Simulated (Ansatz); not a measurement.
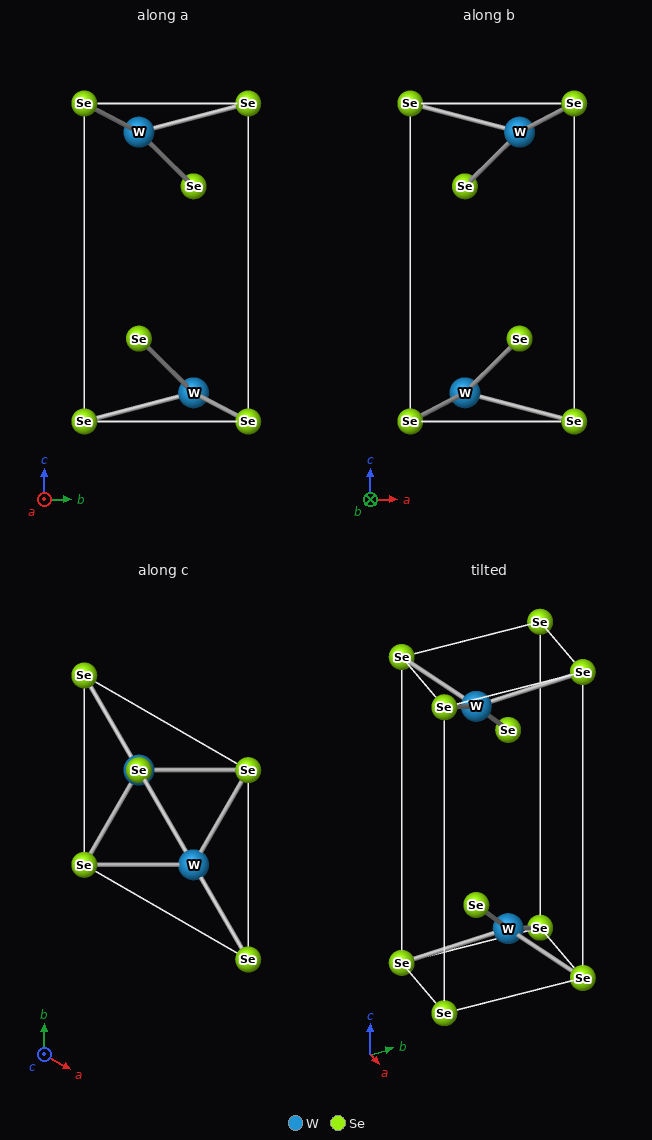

The crystal in a ball-and-stick representation, seen along the a axis, along the b axis, along the c axis and slightly off an axis. The wireframe shows the conventional unit cell.

Lattice parameters: a = 4.3497 Å, b = 4.3497 Å, c = 7.3053 Å, α = 90.000°, β = 90.000°, γ = 120.000°.

**Express the structure as a CIF in P1 with every atom of the cell, with free fractional coordinates to two decimals.**

```cif
data_structure
_symmetry_space_group_name_H-M 'P 1'
_symmetry_Int_Tables_number 1
_cell_length_a 4.3497
_cell_length_b 4.3497
_cell_length_c 7.3053
_cell_angle_alpha 90.000
_cell_angle_beta 90.000
_cell_angle_gamma 120.000
_cell_volume 119.70
loop_
_atom_site_label
_atom_site_type_symbol
_atom_site_fract_x
_atom_site_fract_y
_atom_site_fract_z
_atom_site_occupancy
W1 W 0.3333 0.6667 0.09 1
W2 W 0.6667 0.3333 0.91 1
Se1 Se 0.00 0.00 0.00 1
Se2 Se 0.3333 0.6667 0.74 1
Se3 Se 0.6667 0.3333 0.26 1
```

Provenance: a textbook structure type filled with these elements (whether it is the usual form wasn't checked). The geometry is the end of a relaxation with Ansatz, DFT PBE, scalar-relativistic, plane waves, PAW.
